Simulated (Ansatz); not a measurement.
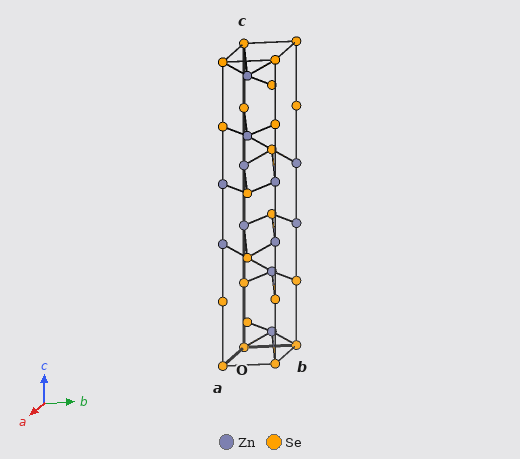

Crystal: Zn₂Se₃, the geometry relaxed with DFT PBE, scalar-relativistic, plane waves, PAW in Ansatz; the starting structure was generated, so it need not be a known form of this composition. One unit cell is drawn above. The drawing is computed from the coordinates (standard cell, symmetry found to 0.002 Å).

```cif
data_structure
_symmetry_space_group_name_H-M 'P 1'
_symmetry_Int_Tables_number 1
_cell_length_a 3.8325
_cell_length_b 3.8325
_cell_length_c 23.9149
_cell_angle_alpha 90.000
_cell_angle_beta 90.000
_cell_angle_gamma 120.000
_cell_volume 304.21
loop_
_atom_site_label
_atom_site_type_symbol
_atom_site_fract_x
_atom_site_fract_y
_atom_site_fract_z
_atom_site_occupancy
Zn1 Zn 0.66667 0.33333 0.73457 1
Zn2 Zn 0.66667 0.33333 0.93210 1
Se1 Se 0.00000 0.00000 0.00000 1
Se2 Se 0.33333 0.66667 0.87878 1
Se3 Se 0.00000 0.00000 0.78788 1
Zn3 Zn 0.33333 0.66667 0.06790 1
Zn4 Zn 0.33333 0.66667 0.26543 1
Se4 Se 0.66667 0.33333 0.33333 1
Se5 Se 0.00000 0.00000 0.21212 1
Se6 Se 0.66667 0.33333 0.12122 1
Zn5 Zn 0.00000 0.00000 0.40124 1
Zn6 Zn 0.00000 0.00000 0.59876 1
Se7 Se 0.33333 0.66667 0.66667 1
Se8 Se 0.66667 0.33333 0.54545 1
Se9 Se 0.33333 0.66667 0.45455 1
```

**What is its point group?**

-3m (D3d), order 12, trigonal system: one threefold axis, three twofold axes, three mirror planes, an inversion centre.

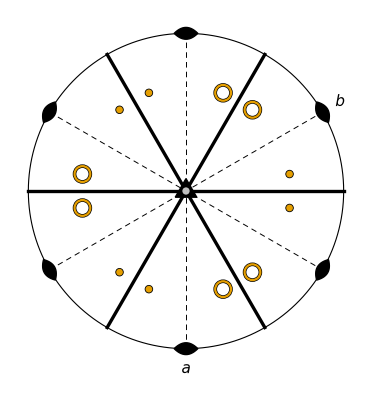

Stereographic projection: filled dots lie in the upper hemisphere, open rings in the lower; heavy lines are mirror planes (a heavy rim: a mirror in the plane of the page); lens, triangle, square and hexagon are 2-, 3-, 4- and 6-fold axes, a lens in an open square is −4, a triangle in an open hexagon −6; thin dashed diameters join the ends of axes that lie in the page; a small open circle marks inversion. The poles are one general form. The c axis points at the viewer.

**What does this class allow?**

Class -3m is centrosymmetric, so neither piezoelectric nor pyroelectric; it is not chiral. Its Laue class is -3m.
